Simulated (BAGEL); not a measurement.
**HF/STO-3G (density fitting with qzvpp-jkfit) run of C2H5Al (SMILES C=[CH][AlH2])**

What is the vertical electron affinity of C2H5Al at HF/STO-3G (density fitting with qzvpp-jkfit)? 

Program for the calculation: BAGEL 1.2.2.

### Step 1. Starting point

C2H5Al: 8 atoms, total charge 0, spin state singlet. SMILES: `C=[CH][AlH2]`. Geometry: relaxed at PBE0-D4/def2-TZVP.

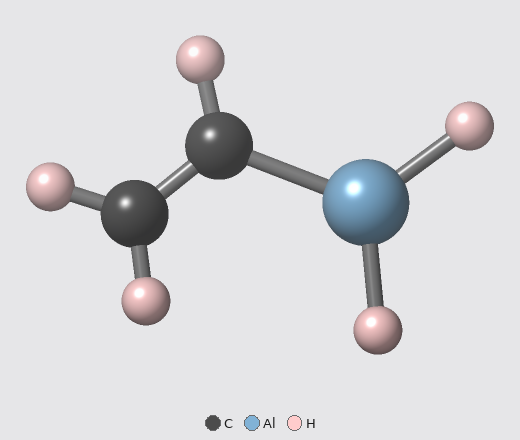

Viewed from a chosen angle; carbon dark grey, aluminium light blue, hydrogen pink.

### Step 2. The energy at HF/STO-3G (density fitting with qzvpp-jkfit)

The input, calc.json:

```json
{ "bagel": [

{
  "title": "molecule",
  "basis": "sto-3g",
  "df_basis": "qzvpp-jkfit",
  "angstrom": true,
  "geometry": [
    { "atom": "C", "xyz": [      -1.029900,       0.829200,      -0.357000 ] },
    { "atom": "C", "xyz": [       0.199000,       0.651000,       0.138100 ] },
    { "atom": "Al", "xyz": [       0.930800,      -1.139300,       0.262000 ] },
    { "atom": "H", "xyz": [      -1.636900,      -0.008600,      -0.695500 ] },
    { "atom": "H", "xyz": [      -1.495000,       1.809300,      -0.451900 ] },
    { "atom": "H", "xyz": [       0.735600,       1.546100,       0.452700 ] },
    { "atom": "H", "xyz": [       2.384000,      -1.417900,       0.837700 ] },
    { "atom": "H", "xyz": [       0.004400,      -2.327000,      -0.241900 ] }
  ]
},

{ "title": "hf" },

{ "title": "print", "file": "orbitals.molden", "orbitals": true }

]}
```

Command:

```sh
BAGEL_NUM_THREADS=1 BAGEL calc.json > calc.out
```

The log of the run:

```text
* using 1 threads per process

  ===============================================================
  ===============================================================

  *** Geometry ***

  { "atom" : "C", "xyz" : [     -1.946229,      1.566961,     -0.674632 ] },
  { "atom" : "C", "xyz" : [      0.376055,      1.230212,      0.260971 ] },
  { "atom" : "Al", "xyz" : [      1.758957,     -2.152965,      0.495108 ] },
  { "atom" : "H", "xyz" : [     -3.093293,     -0.016252,     -1.314305 ] },
  { "atom" : "H", "xyz" : [     -2.825141,      3.419081,     -0.853967 ] },
  { "atom" : "H", "xyz" : [      1.390083,      2.921706,      0.855479 ] },
  { "atom" : "H", "xyz" : [      4.505107,     -2.679443,      1.583024 ] },
  { "atom" : "H", "xyz" : [      0.008315,     -4.397393,     -0.457125 ] },

  Number of auxiliary basis functions:      368

  Since a DF basis is specified, we compute 2- and 3-index integrals:
    o Being stored without compression. Storage requirement is 0.002 GB

  Number of basis functions:       24
  Number of electrons      :       30

    * METHOD: MOLECULE                             0.09

  *** RHF ***

  === Nuclear Repulsion ===
    84.0797195499

      * DIIS with orbital gradients will be used.

  === RHF iteration (sto-3g) ===
      0       -316.63949044          0.01053747           0.01
      1       -316.67101267          0.00250977           0.01
      2       -316.67296427          0.00074801           0.01
      3       -316.67308223          0.00024735           0.01
      4       -316.67309254          0.00003861           0.01
      5       -316.67309315          0.00001258           0.01
      6       -316.67309323          0.00000193           0.01
      7       -316.67309323          0.00000032           0.01
      8       -316.67309323          0.00000007           0.00
      9       -316.67309323          0.00000002           0.01
     10       -316.67309323          0.00000001           0.01
    * SCF iteration converged.

    * Permanent dipole moment:
           (   -0.154670,     0.084143,    -0.055488) a.u.

    * METHOD: HF                                   0.11

    * METHOD: PRINT                                0.00

  ===============================================================
```

Wall time 0.34 s (1 thread of Arm Neoverse V1, shared host); peak memory 0.083 GiB.

### Step 3. The doublet anion

The input, input.json:

```json
{ "bagel": [

{
  "title": "molecule",
  "basis": "sto-3g",
  "df_basis": "qzvpp-jkfit",
  "angstrom": true,
  "geometry": [
    { "atom": "C", "xyz": [   -1.029900,    0.829200,   -0.357000 ] },
    { "atom": "C", "xyz": [    0.199000,    0.651000,    0.138100 ] },
    { "atom": "Al", "xyz": [    0.930800,   -1.139300,    0.262000 ] },
    { "atom": "H", "xyz": [   -1.636900,   -0.008600,   -0.695500 ] },
    { "atom": "H", "xyz": [   -1.495000,    1.809300,   -0.451900 ] },
    { "atom": "H", "xyz": [    0.735600,    1.546100,    0.452700 ] },
    { "atom": "H", "xyz": [    2.384000,   -1.417900,    0.837700 ] },
    { "atom": "H", "xyz": [    0.004400,   -2.327000,   -0.241900 ] }
  ]
},
{
  "title": "uhf",
  "charge": -1,
  "nopen": 1
},
{
  "title": "print",
  "file": "orbitals.molden",
  "orbitals": true
}

]}
```

Command:

```sh
BAGEL_NUM_THREADS=1 BAGEL input.json > input.out
```

The log of the run:

```text
* using 1 threads per process

  ===============================================================
  ===============================================================

  *** Geometry ***

  { "atom" : "C", "xyz" : [     -1.946229,      1.566961,     -0.674632 ] },
  { "atom" : "C", "xyz" : [      0.376055,      1.230212,      0.260971 ] },
  { "atom" : "Al", "xyz" : [      1.758957,     -2.152965,      0.495108 ] },
  { "atom" : "H", "xyz" : [     -3.093293,     -0.016252,     -1.314305 ] },
  { "atom" : "H", "xyz" : [     -2.825141,      3.419081,     -0.853967 ] },
  { "atom" : "H", "xyz" : [      1.390083,      2.921706,      0.855479 ] },
  { "atom" : "H", "xyz" : [      4.505107,     -2.679443,      1.583024 ] },
  { "atom" : "H", "xyz" : [      0.008315,     -4.397393,     -0.457125 ] },

  Number of auxiliary basis functions:      368

  Since a DF basis is specified, we compute 2- and 3-index integrals:
    o Being stored without compression. Storage requirement is 0.002 GB

  Number of basis functions:       24
  Number of electrons      :       30

    * METHOD: MOLECULE                             0.09

  *** Open-shell HF ***

  === Nuclear Repulsion ===
    84.0797195499

      * DIIS with orbital gradients will be used.

  === UHF iteration (sto-3g) ===
      0       -316.34221974          0.03398663           0.01
      1       -316.40660878          0.01194762           0.01
      2       -316.41478615          0.00469395           0.02
      3       -316.41663374          0.00136290           0.01
      4       -316.41761673          0.00113255           0.01
      5       -316.41813585          0.00105851           0.01
      6       -316.42114315          0.00070759           0.01
      7       -316.42183221          0.00039553           0.01
      8       -316.42196582          0.00027525           0.01
      9       -316.42201184          0.00012500           0.01
     10       -316.42201826          0.00008332           0.01
     11       -316.42202135          0.00000750           0.01
     12       -316.42202157          0.00000255           0.01
     13       -316.42202161          0.00000125           0.01
     14       -316.42202163          0.00000052           0.01
     15       -316.42202163          0.00000012           0.01
     16       -316.42202163          0.00000008           0.01
     17       -316.42202163          0.00000002           0.01
     18       -316.42202163          0.00000001           0.01
    * SCF iteration converged.

    * S^2 (UHF) is 0.8679

    * Permanent dipole moment:
           (    0.159682,    -0.388257,     0.027441) a.u.

    * METHOD: UHF                                  0.29

    * METHOD: PRINT                                0.00

  ===============================================================
```

It took 0.52 s on 1 thread of Arm Neoverse V1, shared host; peak memory 0.083 GiB.

### Step 4. Summary of results

At HF/STO-3G (density fitting with qzvpp-jkfit):

| quantity | value |
| --- | --- |
| singlet C2H5Al: total energy | -316.67309 Eh |
| singlet C2H5Al: dipole moment | 0.47 D |
| singlet C2H5Al: HOMO energy | -8.12 eV |
| singlet C2H5Al: LUMO energy | 7.56 eV |
| singlet C2H5Al: HOMO–LUMO gap | 15.68 eV |
| doublet anion: total energy | -316.42202 Eh |
| doublet anion: ⟨S²⟩ | 0.868 |
| vertical electron affinity (to the doublet anion) | -6.832 eV |

**Reading.** The anion lies 6.83 eV (659 kJ/mol) above the neutral: the electron isn't bound at this level, and such a value depends on the basis. Without diffuse functions anions come out too high. Hartree–Fock misses the correlation that binds many anions. In a minimal basis such a difference can be off by several eV, whatever the method. ⟨S²⟩ (doublet anion) is 0.87 where a pure doublet has 0.75: the reference is spin-contaminated.
